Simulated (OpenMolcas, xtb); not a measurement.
**C2H3In (SMILES C#[C][InH2]): methods side by side**

C2H3In: 6 atoms, total charge 0, spin state singlet. SMILES: `C#[C][InH2]`. The shape is that of a PBE0-D4/def2-TZVP optimisation.

Quantity: the electronic atomisation energy, in eV. The values are calculated. Electronic energies at fixed atoms, without zero-point motion or spin-orbit coupling.

| level | kind | program | value (eV) | CPU time (all runs) |
| --- | --- | --- | --- | --- |
| GFN2-xTB | semi-empirical | xtb | 27.17 | under 2 s |
| GFN0-xTB | semi-empirical | xtb | 25.47 | under 2 s |
| HF/def2-SVPD (core potential) | Hartree–Fock | OpenMolcas | 14.73 | 17 s |
| SVWN5/def2-SVPD (core potential) | LDA | OpenMolcas | 23.52 | 36 s |
| BLYP/def2-SVPD (core potential) | GGA | OpenMolcas | 20.13 | 46 s |
| M06-L/def2-SVPD (core potential) | meta-GGA | OpenMolcas | 20.62 | 61 s |
| B3LYP/def2-SVPD (core potential) | global hybrid | OpenMolcas | 20.19 | 44 s |
| M06-2X/def2-SVPD (core potential) | hybrid meta-GGA | OpenMolcas | 20.35 | 55 s |

The values span 14.73 to 27.17 eV. The xTB rows lack spin polarisation, so open shells miss the exchange term that lowers them. CPU times are rough (shared hosts, several kinds of processor): they show what a rung costs within a factor of a few.

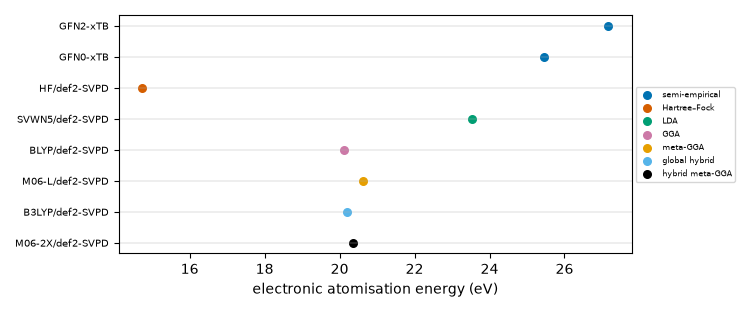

The values of the table, level by level.
